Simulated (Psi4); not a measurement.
# B2PLYP/cc-pVQZ (density fitting, density fitting for correlation, sweep point 3) run of AlCl2F (SMILES [F][Al]([Cl])[Cl])

What is the energy change on altering one bond length of AlCl2F at B2PLYP/cc-pVQZ (density fitting, density fitting for correlation, sweep point 3)? 

Program for the calculation: Psi4 1.11.

## Step 1: The structure to begin with

AlCl2F has 4 atoms, charge 0, and is taken as a singlet. As SMILES, `[F][Al]([Cl])[Cl]`. The shape is that of a PBE0-D4/def2-TZVP optimisation.

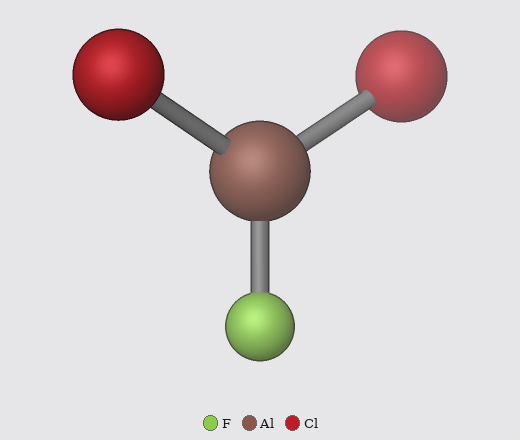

Viewed from a chosen angle; fluorine green, aluminium brown, chlorine red.

## Step 2: The energy at B2PLYP/cc-pVQZ (density fitting, density fitting for correlation, sweep point 3)

File job.dat:

```
memory 1600 MB

molecule m {
  0 1
  F      0.087420     0.388220     1.682350
  Al     0.004800     0.021530     0.093600
  Cl     1.223040    -1.463690    -0.663450
  Cl    -1.315270     1.053930    -1.112510
  symmetry c1
}

set puream true
set scf_type df
set dft_radial_points 99
set dft_spherical_points 590
set num_frozen_docc 16

E, wfn = energy("b2plyp/cc-pVQZ", return_wfn=True)
```

The run is started by

```bash
psi4 -i job.dat -o job.out -n 1
```

job.out, shortened:

```text
[...]
  Running in c1 symmetry.
[...]
  Nuclear repulsion =  244.295361750994289
[...]
  Multiplicity = 1
[...]
  Nalpha       = 28
  Nbeta        = 28
[...]
    Number of basis functions: 232
[...]
   @DF-RKS iter   1: -1262.26389734991130   -5.26627e-01   2.37822e-03 ADIIS/DIIS
[...]
   @DF-RKS iter   7: -1262.36168676761940   -2.68186e-07   5.01240e-07 DIIS
[...]
    Orbital Energies [Eh]
    ---------------------
    Doubly Occupied:
       1A   -102.941886     2A   -102.941885     3A    -57.143995
       4A    -25.341164     5A     -9.931427     6A     -9.931424
       7A     -7.569634     8A     -7.569633     9A     -7.567470
      10A     -7.567469    11A     -7.566986    12A     -7.566985
      13A     -4.529664    14A     -2.988074    15A     -2.983779
      16A     -2.983312    17A     -1.337752    18A     -0.955400
      19A     -0.943992    20A     -0.583463    21A     -0.530655
      22A     -0.528017    23A     -0.500580    24A     -0.455451
      25A     -0.424107    26A     -0.421330    27A     -0.409615
      28A     -0.399971
[...]
  @DF-RKS Final Energy: -1262.36168676761940
   => Energetics <=
    Nuclear Repulsion Energy =            244.2953617509942887
    One-Electron Energy =               -2234.8636591259582929
    Two-Electron Energy =                 769.1239549503814033
    DFT Exchange-Correlation Energy =     -40.9173443430367101
    Empirical Dispersion Energy =           0.0000000000000000
    VV10 Nonlocal Energy =                  0.0000000000000000
    Total Energy =                      -1262.3616867676194033
[...]
 Multipole Moments:
 ------------------------------------------------------------------------------------
     Multipole            Electronic (a.u.)      Nuclear  (a.u.)        Total (a.u.)
 ------------------------------------------------------------------------------------
 L = 1.  Multiply by 2.5417464519 to convert [e a0] to [Debye]
 Dipole X            :          0.0391248           -0.0483080           -0.0091833
 Dipole Y            :          0.1743408           -0.2145795           -0.0402386
 Dipole Z            :          0.7564234           -0.9299528           -0.1735294
 Magnitude           :                                                    0.1783702
[...]
```

Wall time 36 s (1 thread of Intel Xeon at 2.70GHz, shared host); peak memory 1.1 GiB.

## Step 3: The distorted shape

File input.inp:

```
memory 1.6 GB

molecule {
  0 1
  F      0.103942     0.461551     2.000069
  Al     0.004800     0.021530     0.093600
  Cl     1.223040    -1.463690    -0.663450
  Cl    -1.315270     1.053930    -1.112510
  symmetry c1
}

set {
  puream true
  scf_type df
  dft_radial_points 99
  dft_spherical_points 590
  num_frozen_docc 16
}

energy("b2plyp/cc-pVQZ")
```

The run is started by

```bash
psi4 input.inp input.out -n 1
```

input.out, shortened:

```text
[...]
  Running in c1 symmetry.
[...]
  Nuclear repulsion =  233.969450073722243
[...]
  Multiplicity = 1
[...]
  Nalpha       = 28
  Nbeta        = 28
[...]
    Number of basis functions: 232
[...]
   @DF-RKS iter   1: -1262.21337517117217   -6.19991e-01   2.41897e-03 DIIS/ADIIS
[...]
   @DF-RKS iter   7: -1262.32281199138197   -8.63932e-07   9.92039e-07 DIIS
[...]
    Orbital Energies [Eh]
    ---------------------
    Doubly Occupied:
       1A   -102.956075     2A   -102.956074     3A    -57.187420
       4A    -25.303079     5A     -9.945261     6A     -9.945258
       7A     -7.583590     8A     -7.583588     9A     -7.581228
      10A     -7.581227    11A     -7.580747    12A     -7.580745
      13A     -4.564210    14A     -3.023064    15A     -3.018644
      16A     -3.017131    17A     -1.264388    18A     -0.968121
      19A     -0.956393    20A     -0.542608    21A     -0.487098
      22A     -0.481240    23A     -0.466555    24A     -0.457024
      25A     -0.435374    26A     -0.431193    27A     -0.421053
      28A     -0.411551
[...]
  @DF-RKS Final Energy: -1262.32281199138197
   => Energetics <=
    Nuclear Repulsion Energy =            233.9694500737222427
    One-Electron Energy =               -2213.9353149689072779
    Two-Electron Energy =                 758.5157052102256330
    DFT Exchange-Correlation Energy =     -40.8726523064227294
    Empirical Dispersion Energy =           0.0000000000000000
    VV10 Nonlocal Energy =                  0.0000000000000000
    Total Energy =                      -1262.3228119913819683
[...]
 Multipole Moments:
 ------------------------------------------------------------------------------------
     Multipole            Electronic (a.u.)      Nuclear  (a.u.)        Total (a.u.)
 ------------------------------------------------------------------------------------
 L = 1.  Multiply by 2.5417464519 to convert [e a0] to [Debye]
 Dipole X            :          0.0138985           -0.0538705           -0.0399720
 Dipole Y            :          0.0623328           -0.2392679           -0.1769352
 Dipole Z            :          0.2710595           -1.0369197           -0.7658602
 Magnitude           :                                                    0.7870487
[...]
```

Wall time 43 s (1 thread of Intel Xeon at 2.70GHz, shared host); peak memory 1.1 GiB.

## Step 4: Summary of results

At B2PLYP/cc-pVQZ (density fitting, density fitting for correlation, sweep point 3), 16 core orbitals frozen:

| quantity | value |
| --- | --- |
| first shape: total energy | -1262.60668 Eh |
| first shape: HOMO energy (SCF part's orbitals) | -10.88 eV |
| first shape: LUMO energy (SCF part's orbitals) | -0.42 eV |
| first shape: HOMO–LUMO gap (SCF part's orbitals) | 10.47 eV |
| distorted shape: total energy | -1262.57233 Eh |
| distorted shape: HOMO energy (SCF part's orbitals) | -11.20 eV |
| distorted shape: LUMO energy (SCF part's orbitals) | -1.04 eV |
| distorted shape: HOMO–LUMO gap (SCF part's orbitals) | 10.16 eV |
| energy change with the F1–Al2 bond stretched from 1.633 to 1.959 Å | 0.935 eV |

In words: With the F1–Al2 bond stretched from 1.633 to 1.959 Å the energy rises by 0.93 eV (90.2 kJ/mol). The first shape isn't relaxed at this level, so the change isn't measured from a minimum.
